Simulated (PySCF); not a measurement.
# C₂H₉Ge₂N: electronic excitations at several levels of theory

Aim: compute the electronic excitations of C₂H₉Ge₂N (`C=C[N]([GeH3])[GeH3]`) at several levels, and see how far they spread and what each costs.

Computed with PySCF 2.14.0, with density-fitted response routines of our own, on a single molecule in the gas phase. Atoms count from 0, in the outputs and in this text.

## Step 1: Starting geometry

14 atoms, charge 0, multiplicity 1; geometry from: GFN2-xTB.

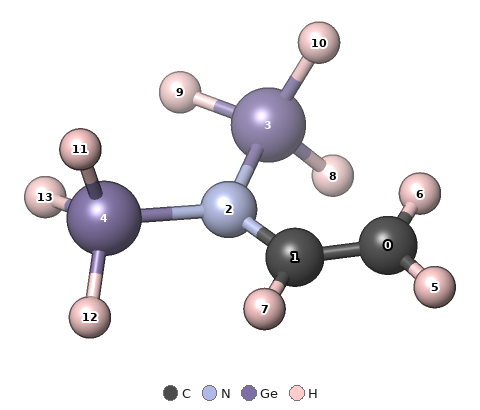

The starting geometry (carbon dark grey, nitrogen light blue, germanium purple, hydrogen pink), atoms numbered.

## Step 2: Relaxing the molecule at PBE0-D3(BJ)/def2-SVP

The job: settings as JSON, then the geometry in Å.

```
{"job": {"xc": "PBE0", "basis": "def2-SVP", "d3": "d3bj", "grid": 1, "kind": "geom"}, "charge": 0, "multiplicity": 1}
C     -2.055592    -0.778465    -0.033340
C     -0.779384    -0.968827     0.271046
N      0.231739    -0.027410     0.152171
Ge    -0.171386     1.679840    -0.396482
Ge     1.961254    -0.618370     0.277822
H     -2.783578    -1.553947     0.118917
H     -2.406483     0.157179    -0.443922
H     -0.449200    -1.927507     0.664939
H     -1.190788     2.253028     0.539847
H      1.118054     2.432097    -0.323279
H     -0.699010     1.682839    -1.801807
H      2.451899    -1.176906    -1.031786
H      1.964901    -1.704154     1.311084
H      2.806896     0.550129     0.672622
```

The program printed:

```text
step   0  E = -4289.05294967  max force = 0.013632
step   1  E = -4289.05724333  max force = 0.004537
step   2  E = -4289.05768497  max force = 0.000637
step   3  E = -4289.05759814  max force = 0.002283
step   4  E = -4289.05769788  max force = 0.000809
step   5  E = -4289.05770170  max force = 0.001227
step   6  E = -4289.05771098  max force = 0.000231
optimisation converged
```

Wall time 75 s (1 thread, shared host).

Relaxation path: (the energy doesn't fall at every step)

```
step  energy from step 0 (eV)  largest force component (eV/Å)
   0                   0.0000                          0.7010
   1                  -0.1168                          0.2333
   2                  -0.1289                          0.0328
   3                  -0.1265                          0.1174
   4                  -0.1292                          0.0416
   5                  -0.1293                          0.0631
   6                  -0.1296                          0.0119
```

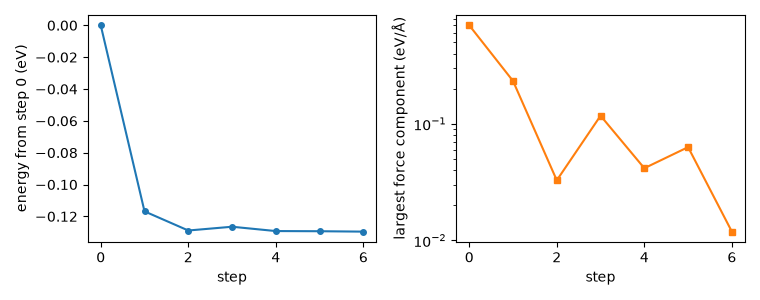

Energy and force, step by step.

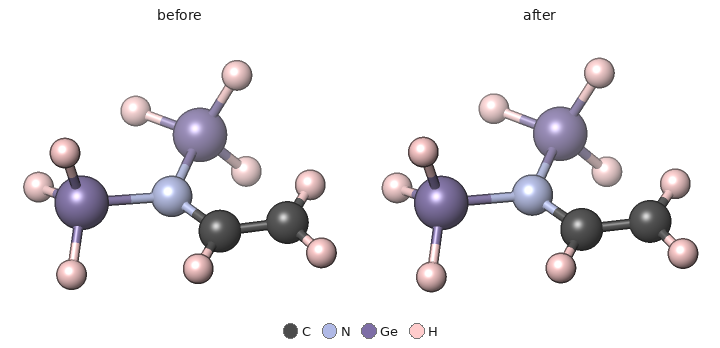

The geometry before (left) and after (right).

Distances of close pairs at the start and the end, largest changes first:

```
   bond  before (Å)  after (Å)  change (Å)
 Ge3–H9       1.495      1.537      +0.042
Ge4–H13       1.495      1.536      +0.041
Ge4–H12       1.499      1.539      +0.040
Ge3–H10       1.501      1.541      +0.040
 Ge3–H8       1.498      1.538      +0.040
Ge4–H11       1.506      1.544      +0.038
 N2–Ge4       1.832      1.854      +0.022
 N2–Ge3       1.838      1.857      +0.019
```

The final coordinates are the input of the step that follows.

```
                         at the end point                value
  point group (found at 0.08 Å tolerance)                   C1
rotational constants (GHz, main isotopes)  2.643, 1.132, 0.810
                        dipole moment (D)                 1.11
```

## Step 3: TDDFT and polarisability: HF/def2-SVPD

The job: settings as JSON, then the geometry in Å.

```
{"job": {"kind": "uv", "xc": "HF", "basis": "def2-SVPD", "ip": true}, "charge": 0, "multiplicity": 1}
C     -1.840911    -0.703377    -0.101865
C     -0.543761    -0.877730     0.199915
N      0.486693     0.047188     0.085997
Ge     0.090520     1.782947    -0.442832
Ge     2.233056    -0.555341     0.240947
H     -2.550980    -1.511705     0.075230
H     -2.236243     0.225908    -0.521695
H     -0.235352    -1.852023     0.604449
H     -0.941918     2.374113     0.532271
H      1.424285     2.544226    -0.384929
H     -0.476039     1.796504    -1.876080
H      2.751477    -1.126807    -1.096256
H      2.226454    -1.664960     1.307676
H      3.097972     0.640455     0.667206
```

With the program's defaults for keys left out, this is: TDDFT HF/def2-SVPD, vertical, gas phase, core orbitals frozen in the response.

The program printed:

```text
final grid: 107832 points
cycle   1  E = -4285.4457313943  dE = -8.605e-01  |g| = 4.407e-01  |ddm| = 4.918e+00
cycle   2  E = -4285.5078649642  dE = -6.213e-02  |g| = 1.908e-01  |ddm| = 1.202e+00
cycle   3  E = -4285.5145348055  dE = -6.670e-03  |g| = 6.554e-02  |ddm| = 3.782e-01
cycle   4  E = -4285.5156830847  dE = -1.148e-03  |g| = 7.534e-03  |ddm| = 1.848e-01
cycle   5  E = -4285.5157151222  dE = -3.204e-05  |g| = 2.825e-03  |ddm| = 2.858e-02
cycle   6  E = -4285.5157194393  dE = -4.317e-06  |g| = 1.563e-03  |ddm| = 7.251e-03
cycle   7  E = -4285.5157207552  dE = -1.316e-06  |g| = 3.826e-04  |ddm| = 4.522e-03
cycle   8  E = -4285.5157209271  dE = -1.719e-07  |g| = 1.774e-04  |ddm| = 1.717e-03
cycle   9  E = -4285.5157209458  dE = -1.878e-08  |g| = 5.227e-05  |ddm| = 6.304e-04
cycle  10  E = -4285.5157209482  dE = -2.310e-09  |g| = 2.038e-05  |ddm| = 2.399e-04
cycle  11  E = -4285.5157209484  dE = -2.810e-10  |g| = 3.781e-06  |ddm| = 9.604e-05
converged SCF energy = -4285.5157209484

Static polarisability (au): isotropic 89.525, principal 72.861 88.834 106.879

Singlet excitations
state   eV       nm        f      main configurations
  1   6.2582    198.1   0.01108   H->L+2 0.76
  2   6.5408    189.6   0.33666   H->L+3 0.39, H->L+8 0.24, H->L+10 0.18
  3   6.8116    182.0   0.05746   H->L 0.61, H->L+4 0.10
  4   7.1670    173.0   0.00965   H->L+4 0.57, H->L 0.13
  5   7.4164    167.2   0.00543   H->L+1 0.40, H->L+5 0.27
  6   7.5671    163.8   0.00804   H->L+1 0.34, H->L+5 0.28, H->L+4 0.10
  7   7.8975    157.0   0.04014   H->L+3 0.35, H->L+8 0.21, H->L+7 0.10
  8   8.0122    154.7   0.01972   H->L+6 0.42, H->L+5 0.18, H->L+7 0.15
  9   8.4062    147.5   0.05896   H->L+7 0.41, H->L+6 0.18, H->L+10 0.11
 10   8.7557    141.6   0.00228   H->L+12 0.34, H->L+10 0.13, H->L+9 0.11

Triplet excitations (Tamm-Dancoff, eV): 3.6530 5.9400 6.5197 6.9687
Vertical ionisation energy (delta-SCF) = 6.6864 eV
```

It took 26 s on 1 thread, shared host.

The orbitals next to the gap, with their largest atomic shares:

```
orbital      eV                         atoms
 HOMO−3  -12.87  Ge3 24 %, Ge4 16 %, H10 11 %
 HOMO−2  -12.49   Ge3 21 %, N2 19 %, Ge4 14 %
 HOMO−1  -11.98    N2 19 %, Ge3 15 %, C1 14 %
   HOMO   -8.49     C0 34 %, N2 27 %, C1 22 %
   LUMO    2.05   Ge4 41 %, Ge3 27 %, H13 6 %
 LUMO+1    2.44    Ge3 39 %, Ge4 29 %, H8 6 %
 LUMO+2    2.64    Ge4 29 %, Ge3 18 %, C1 9 %
```

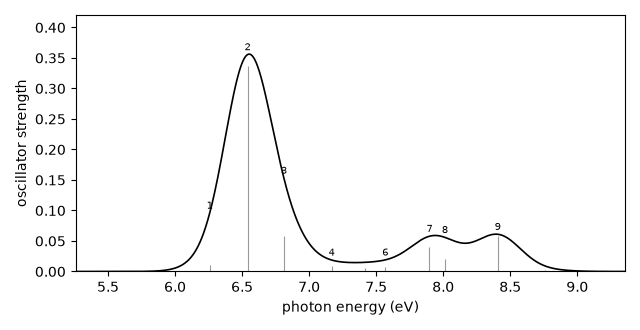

Absorption spectrum from the 10 singlet states computed; above the last one it falls off for lack of states. Lines are broadened to a width of 0.40 eV (Gaussian).

Further results of this job:

```
           property  computed
  dipole moment (D)      1.15
polarisability (Å³)     13.27
 HOMO–LUMO gap (eV)     10.54
      −ε(HOMO) (eV)      8.49
```

## Step 4: TDDFT and polarisability: LDA/def2-SVPD

Settings changed since step 3:

```diff
@@ -1,2 +1,2 @@
-{"job": {"kind": "uv", "xc": "HF", "basis": "def2-SVPD", "ip": true}, "charge": 0, "multiplicity": 1}
+{"job": {"kind": "uv", "xc": "LDA", "basis": "def2-SVPD", "ip": true}, "charge": 0, "multiplicity": 1}
 C     -1.840911    -0.703377    -0.101865
```

Level: TDDFT LDA/def2-SVPD, vertical, gas phase, core orbitals frozen in the response.

The program printed:

```text
coarse grid: 52560 points
cycle   1  E = -4282.1085935301  dE = -9.271e-01  |g| = 9.306e-01  |ddm| = 5.528e+00
cycle   2  E = -4281.7957891762  dE =  3.128e-01  |g| = 1.507e+00  |ddm| = 2.891e+00
cycle   3  E = -4282.2028722993  dE = -4.071e-01  |g| = 3.320e-01  |ddm| = 2.199e+00
cycle   4  E = -4282.2264024905  dE = -2.353e-02  |g| = 8.702e-02  |ddm| = 4.349e-01
cycle   5  E = -4282.2271615463  dE = -7.591e-04  |g| = 6.919e-02  |ddm| = 1.968e-01
cycle   6  E = -4282.2284515486  dE = -1.290e-03  |g| = 1.677e-02  |ddm| = 9.428e-02
cycle   7  E = -4282.2285230237  dE = -7.148e-05  |g| = 3.702e-03  |ddm| = 2.922e-02
cycle   8  E = -4282.2285266303  dE = -3.607e-06  |g| = 8.279e-04  |ddm| = 6.167e-03
final grid: 107832 points
cycle   9  E = -4282.2285186313  dE =  4.981e-07  |g| = 1.706e-03  |ddm| = 1.211e-02
cycle  10  E = -4282.2285138820  dE =  4.749e-06  |g| = 4.571e-03  |ddm| = 8.155e-03
cycle  11  E = -4282.2285192935  dE = -5.411e-06  |g| = 7.773e-04  |ddm| = 6.067e-03
cycle  12  E = -4282.2285194272  dE = -1.336e-07  |g| = 5.980e-05  |ddm| = 9.606e-04
cycle  13  E = -4282.2285194284  dE = -1.226e-09  |g| = 1.762e-05  |ddm| = 1.476e-04
cycle  14  E = -4282.2285194284  dE = -5.912e-11  |g| = 1.427e-06  |ddm| = 2.223e-05
converged SCF energy = -4282.2285194284

Static polarisability (au): isotropic 102.603, principal 81.013 104.413 122.382

Singlet excitations
state   eV       nm        f      main configurations
  1   4.1346    299.9   0.00166   H->L 0.97
  2   4.4154    280.8   0.01343   H->L+1 0.77, H->L+2 0.21
  3   4.9409    250.9   0.05345   H->L+2 0.50, H->L+4 0.19, H->L+1 0.13
  4   5.0411    245.9   0.00261   H->L+3 0.93
  5   5.2847    234.6   0.01601   H->L+4 0.62, H->L+5 0.17, H->L+6 0.15
  6   5.4067    229.3   0.02493   H->L+5 0.78, H->L+6 0.13
  7   5.7830    214.4   0.01021   H->L+7 0.89, H->L+6 0.09
  8   5.9889    207.0   0.14731   H->L+6 0.49, H->L+2 0.11, H->L+7 0.09
  9   6.1557    201.4   0.02109   H->L+9 0.56, H->L+8 0.44
 10   6.2345    198.9   0.04699   H->L+8 0.52, H->L+9 0.41

Triplet excitations (Tamm-Dancoff, eV): 3.9646 4.0357 4.3343 4.9449
Vertical ionisation energy (delta-SCF) = 7.9683 eV
```

Run time: 50 s. Hardware: 1 thread, shared host.

Key values: HOMO -5.12 eV, LUMO -1.06 eV; lowest singlet 4.13 eV.

## Step 5: Excited states and response: PBE/def2-SVPD

Settings changed since step 4:

```diff
@@ -1,2 +1,2 @@
-{"job": {"kind": "uv", "xc": "LDA", "basis": "def2-SVPD", "ip": true}, "charge": 0, "multiplicity": 1}
+{"job": {"kind": "uv", "xc": "PBE", "basis": "def2-SVPD", "ip": true}, "charge": 0, "multiplicity": 1}
 C     -1.840911    -0.703377    -0.101865
```

Level: TDDFT PBE/def2-SVPD, vertical, gas phase, core orbitals frozen in the response.

The program printed:

```text
coarse grid: 52560 points
cycle   1  E = -4288.8117074854  dE = -9.328e-01  |g| = 8.796e-01  |ddm| = 5.433e+00
cycle   2  E = -4288.5335013927  dE =  2.782e-01  |g| = 1.424e+00  |ddm| = 2.778e+00
cycle   3  E = -4288.9070692297  dE = -3.736e-01  |g| = 2.829e-01  |ddm| = 2.052e+00
cycle   4  E = -4288.9244028421  dE = -1.733e-02  |g| = 7.584e-02  |ddm| = 3.879e-01
cycle   5  E = -4288.9248667262  dE = -4.639e-04  |g| = 6.258e-02  |ddm| = 1.714e-01
cycle   6  E = -4288.9259406354  dE = -1.074e-03  |g| = 1.349e-02  |ddm| = 8.311e-02
cycle   7  E = -4288.9259867680  dE = -4.613e-05  |g| = 3.435e-03  |ddm| = 2.494e-02
cycle   8  E = -4288.9259898728  dE = -3.105e-06  |g| = 6.525e-04  |ddm| = 5.165e-03
final grid: 107832 points
cycle   9  E = -4288.9259743482  dE =  2.363e-07  |g| = 1.286e-03  |ddm| = 1.288e-02
cycle  10  E = -4288.9259716395  dE =  2.709e-06  |g| = 3.412e-03  |ddm| = 5.905e-03
cycle  11  E = -4288.9259747494  dE = -3.110e-06  |g| = 5.383e-04  |ddm| = 4.415e-03
cycle  12  E = -4288.9259748126  dE = -6.320e-08  |g| = 5.272e-05  |ddm| = 6.715e-04
cycle  13  E = -4288.9259748134  dE = -7.958e-10  |g| = 1.532e-05  |ddm| = 1.221e-04
converged SCF energy = -4288.9259748134

Static polarisability (au): isotropic 100.336, principal 79.018 102.016 119.973

Singlet excitations
state   eV       nm        f      main configurations
  1   4.2180    293.9   0.00155   H->L 0.95
  2   4.3978    281.9   0.01237   H->L+1 0.93
  3   4.9560    250.2   0.03604   H->L+3 0.43, H->L+2 0.41, H->L+4 0.09
  4   5.0494    245.5   0.01714   H->L+3 0.55, H->L+2 0.22, H->L+4 0.17
  5   5.3261    232.8   0.02245   H->L+4 0.62, H->L+6 0.18, H->L+5 0.11
  6   5.4483    227.6   0.02229   H->L+5 0.85
  7   5.8137    213.3   0.01377   H->L+7 0.93
  8   6.0559    204.7   0.14878   H->L+6 0.53, H->L+2 0.15
  9   6.0769    204.0   0.02009   H->L+8 0.98
 10   6.2571    198.1   0.04821   H->L+9 0.92

Triplet excitations (Tamm-Dancoff, eV): 3.9101 4.0405 4.3253 4.9016
Vertical ionisation energy (delta-SCF) = 7.7621 eV
```

Run time: 72 s. Hardware: 1 thread, shared host.

In short: HOMO -4.97 eV, LUMO -0.83 eV; lowest singlet 4.22 eV.

## Step 6: Ultraviolet spectrum: B3LYP/def2-SVPD

Settings changed since step 5:

```diff
@@ -1,2 +1,2 @@
-{"job": {"kind": "uv", "xc": "PBE", "basis": "def2-SVPD", "ip": true}, "charge": 0, "multiplicity": 1}
+{"job": {"kind": "uv", "xc": "B3LYP", "basis": "def2-SVPD", "ip": true}, "charge": 0, "multiplicity": 1}
 C     -1.840911    -0.703377    -0.101865
```

Method: TDDFT B3LYP/def2-SVPD, vertical, gas phase, core orbitals frozen in the response.

The program printed:

```text
coarse grid: 52560 points
cycle   1  E = -4289.7634640144  dE = -9.326e-01  |g| = 7.184e-01  |ddm| = 5.348e+00
cycle   2  E = -4289.6825491980  dE =  8.091e-02  |g| = 9.559e-01  |ddm| = 2.022e+00
cycle   3  E = -4289.8370624553  dE = -1.545e-01  |g| = 1.388e-01  |ddm| = 1.275e+00
cycle   4  E = -4289.8409278235  dE = -3.865e-03  |g| = 3.953e-02  |ddm| = 1.941e-01
cycle   5  E = -4289.8411843017  dE = -2.565e-04  |g| = 2.255e-02  |ddm| = 7.696e-02
cycle   6  E = -4289.8413177561  dE = -1.335e-04  |g| = 3.074e-03  |ddm| = 2.806e-02
cycle   7  E = -4289.8413199308  dE = -2.175e-06  |g| = 9.697e-04  |ddm| = 7.135e-03
final grid: 107832 points
cycle   8  E = -4289.8412954300  dE =  1.894e-07  |g| = 1.380e-03  |ddm| = 9.911e-03
cycle   9  E = -4289.8412946717  dE =  7.583e-07  |g| = 2.188e-03  |ddm| = 4.750e-03
cycle  10  E = -4289.8412958966  dE = -1.225e-06  |g| = 3.586e-04  |ddm| = 2.964e-03
cycle  11  E = -4289.8412959289  dE = -3.233e-08  |g| = 3.676e-05  |ddm| = 4.711e-04
cycle  12  E = -4289.8412959292  dE = -2.774e-10  |g| = 7.369e-06  |ddm| = 4.882e-05
converged SCF energy = -4289.8412959292

Static polarisability (au): isotropic 97.337, principal 77.411 98.336 116.265

Singlet excitations
state   eV       nm        f      main configurations
  1   4.6913    264.3   0.00143   H->L 0.90, H->L+1 0.09
  2   4.9011    253.0   0.01681   H->L+1 0.91, H->L 0.08
  3   5.4111    229.1   0.07697   H->L+2 0.79, H->L+3 0.14
  4   5.5015    225.4   0.01684   H->L+3 0.79, H->L+4 0.10, H->L+2 0.09
  5   5.8091    213.4   0.03984   H->L+4 0.83
  6   5.9248    209.3   0.01029   H->L+5 0.93
  7   6.2661    197.9   0.01056   H->L+7 0.66, H->L+6 0.27
  8   6.3927    193.9   0.13264   H->L+6 0.47, H->L+8 0.22, H->L+7 0.19
  9   6.4413    192.5   0.05744   H->L+8 0.75, H->L+6 0.12, H->L+7 0.10
 10   6.8085    182.1   0.04261   H->L+9 0.98

Triplet excitations (Tamm-Dancoff, eV): 3.9759 4.4756 4.8287 5.3698
Vertical ionisation energy (delta-SCF) = 7.8362 eV
```

Wall time 58 s (1 thread, shared host).

This run: HOMO -5.84 eV, LUMO -0.24 eV; lowest singlet 4.69 eV.

## Step 7: Excited states and response: PBE0/def2-SVPD

Settings changed since step 6:

```diff
@@ -1,2 +1,2 @@
-{"job": {"kind": "uv", "xc": "B3LYP", "basis": "def2-SVPD", "ip": true}, "charge": 0, "multiplicity": 1}
+{"job": {"kind": "uv", "xc": "PBE0", "basis": "def2-SVPD", "ip": true}, "charge": 0, "multiplicity": 1}
 C     -1.840911    -0.703377    -0.101865
```

Level: TDDFT PBE0/def2-SVPD, vertical, gas phase, core orbitals frozen in the response.

The program printed:

```text
coarse grid: 52560 points
cycle   1  E = -4288.9961943132  dE = -9.456e-01  |g| = 6.248e-01  |ddm| = 5.171e+00
cycle   2  E = -4288.9571667169  dE =  3.903e-02  |g| = 7.681e-01  |ddm| = 1.660e+00
cycle   3  E = -4289.0545869973  dE = -9.742e-02  |g| = 8.663e-02  |ddm| = 9.717e-01
cycle   4  E = -4289.0559878434  dE = -1.401e-03  |g| = 3.294e-02  |ddm| = 1.339e-01
cycle   5  E = -4289.0561760475  dE = -1.882e-04  |g| = 1.571e-02  |ddm| = 6.417e-02
cycle   6  E = -4289.0562410547  dE = -6.501e-05  |g| = 2.143e-03  |ddm| = 1.997e-02
cycle   7  E = -4289.0562420725  dE = -1.018e-06  |g| = 6.082e-04  |ddm| = 5.215e-03
final grid: 107832 points
cycle   8  E = -4289.0562320804  dE =  3.425e-08  |g| = 8.465e-04  |ddm| = 8.443e-03
cycle   9  E = -4289.0562317806  dE =  2.998e-07  |g| = 1.369e-03  |ddm| = 3.108e-03
cycle  10  E = -4289.0562322592  dE = -4.786e-07  |g| = 2.148e-04  |ddm| = 1.899e-03
cycle  11  E = -4289.0562322708  dE = -1.160e-08  |g| = 1.754e-05  |ddm| = 3.012e-04
cycle  12  E = -4289.0562322709  dE = -6.276e-11  |g| = 5.335e-06  |ddm| = 3.049e-05
converged SCF energy = -4289.0562322709

Static polarisability (au): isotropic 96.421, principal 76.732 97.394 115.137

Singlet excitations
state   eV       nm        f      main configurations
  1   4.8508    255.6   0.00146   H->L 0.98
  2   5.1991    238.5   0.01969   H->L+1 0.98
  3   5.5995    221.4   0.11551   H->L+2 0.91
  4   5.7565    215.4   0.00222   H->L+3 0.88, H->L+4 0.09
  5   6.0399    205.3   0.04083   H->L+4 0.84, H->L+3 0.10
  6   6.1313    202.2   0.00724   H->L+5 0.90
  7   6.4791    191.4   0.01834   H->L+6 0.51, H->L+7 0.37
  8   6.5793    188.4   0.15279   H->L+7 0.53, H->L+6 0.35
  9   6.6779    185.7   0.02086   H->L+8 0.92
 10   7.0322    176.3   0.04043   H->L+9 0.98

Triplet excitations (Tamm-Dancoff, eV): 3.9435 4.6212 5.1085 5.6317
Vertical ionisation energy (delta-SCF) = 7.8027 eV
```

Wall time 58 s (1 thread, shared host).

In short: HOMO -6.04 eV, LUMO -0.01 eV; lowest singlet 4.85 eV.

## Step 8: Excited states and response: BHandHLYP/def2-SVPD

Settings changed since step 7:

```diff
@@ -1,2 +1,2 @@
-{"job": {"kind": "uv", "xc": "PBE0", "basis": "def2-SVPD", "ip": true}, "charge": 0, "multiplicity": 1}
+{"job": {"kind": "uv", "xc": "BHandHLYP", "basis": "def2-SVPD", "ip": true}, "charge": 0, "multiplicity": 1}
 C     -1.840911    -0.703377    -0.101865
```

Level: TDDFT BHandHLYP/def2-SVPD, vertical, gas phase, core orbitals frozen in the response.

The program printed:

```text
coarse grid: 52560 points
cycle   1  E = -4289.5656754306  dE = -9.202e-01  |g| = 5.107e-01  |ddm| = 5.058e+00
cycle   2  E = -4289.5791797356  dE = -1.350e-02  |g| = 4.796e-01  |ddm| = 1.319e+00
cycle   3  E = -4289.6135422875  dE = -3.436e-02  |g| = 4.512e-02  |ddm| = 6.112e-01
cycle   4  E = -4289.6137017468  dE = -1.595e-04  |g| = 3.993e-02  |ddm| = 1.057e-01
cycle   5  E = -4289.6140578463  dE = -3.561e-04  |g| = 5.218e-03  |ddm| = 5.840e-02
cycle   6  E = -4289.6140639238  dE = -6.077e-06  |g| = 1.813e-03  |ddm| = 9.437e-03
final grid: 107832 points
cycle   7  E = -4289.6140463711  dE = -8.487e-09  |g| = 2.020e-03  |ddm| = 7.293e-03
cycle   8  E = -4289.6140460564  dE =  3.148e-07  |g| = 2.276e-03  |ddm| = 5.465e-03
cycle   9  E = -4289.6140473008  dE = -1.244e-06  |g| = 2.234e-04  |ddm| = 2.988e-03
cycle  10  E = -4289.6140473117  dE = -1.096e-08  |g| = 3.607e-05  |ddm| = 2.882e-04
cycle  11  E = -4289.6140473125  dE = -7.485e-10  |g| = 1.873e-05  |ddm| = 1.258e-04
converged SCF energy = -4289.6140473125

Static polarisability (au): isotropic 93.512, principal 75.064 93.825 111.648

Singlet excitations
state   eV       nm        f      main configurations
  1   5.3539    231.6   0.00139   H->L+1 0.94
  2   5.7252    216.6   0.02890   H->L 0.91
  3   5.9993    206.7   0.19400   H->L+3 0.51, H->L+2 0.39
  4   6.2482    198.4   0.00388   H->L+2 0.39, H->L+3 0.31, H->L+4 0.20
  5   6.4926    191.0   0.03790   H->L+4 0.68, H->L+2 0.13, H->L+3 0.09
  6   6.6099    187.6   0.00576   H->L+5 0.82
  7   6.8998    179.7   0.03045   H->L+6 0.67, H->L+7 0.13
  8   6.9693    177.9   0.08476   H->L+7 0.71, H->L+6 0.11
  9   7.2060    172.1   0.04922   H->L+8 0.80
 10   7.6628    161.8   0.04385   H->L+9 0.93

Triplet excitations (Tamm-Dancoff, eV): 3.9537 5.1009 5.6180 6.1245
Vertical ionisation energy (delta-SCF) = 7.6871 eV
```

It took 61 s on 1 thread, shared host.

Key values: HOMO -7.00 eV, LUMO 0.65 eV; lowest singlet 5.35 eV.

(Part 1 of 2 ends here.)
